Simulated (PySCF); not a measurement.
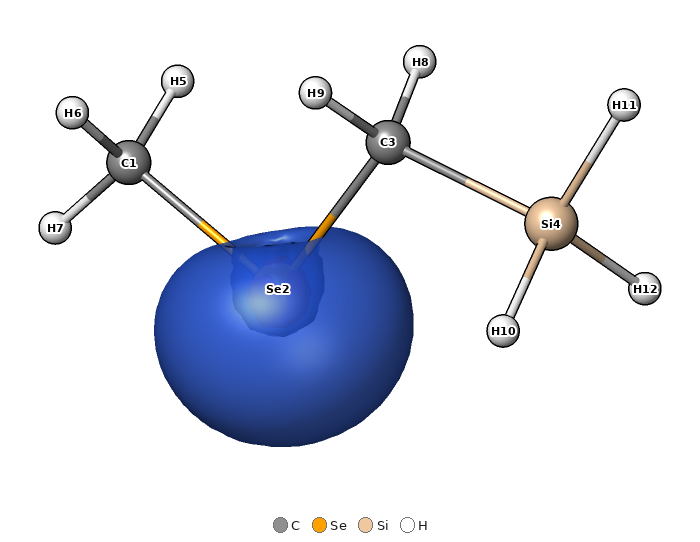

Figure 1: C$_{2}$H$_{8}$SeSi, SMILES `C[Se]C[SiH3]`. Intrinsic bond orbitals (IBO), occupied; each surface holds about 80 % of the orbital's density. Energies are diagonal elements of the Fock matrix.

Method: BP86/def2-SVP; geometry: GFN2-xTB; program: PySCF. No frequency check shows the geometry to be a minimum. GFN2-xTB bond lengths at metals and heavier atoms can be off by up to 0.1 Å and shapes distorted, which carries into these values.

Geometry (Å), atoms numbered from 1:

```
C1      -2.2578    0.7945   -0.0003
Se2     -0.7625   -0.4647    0.0001
C3       0.6789    0.8635    0.0003
Si4      2.3916    0.0234   -0.0002
H5      -2.2068    1.4114   -0.8947
H6      -2.2061    1.4131    0.8936
H7      -3.1765    0.2145    0.0007
H8       0.5399    1.4844   -0.8869
H9       0.5406    1.4861    0.8835
H10      2.5228   -0.7948    1.2039
H11      3.3788    1.1066    0.0021
H12      2.5219   -0.7971   -1.2045
```

> What does this orbital represent?

Lone pair on Se2 (s-type) (Se2 99 %; −12.6 eV).
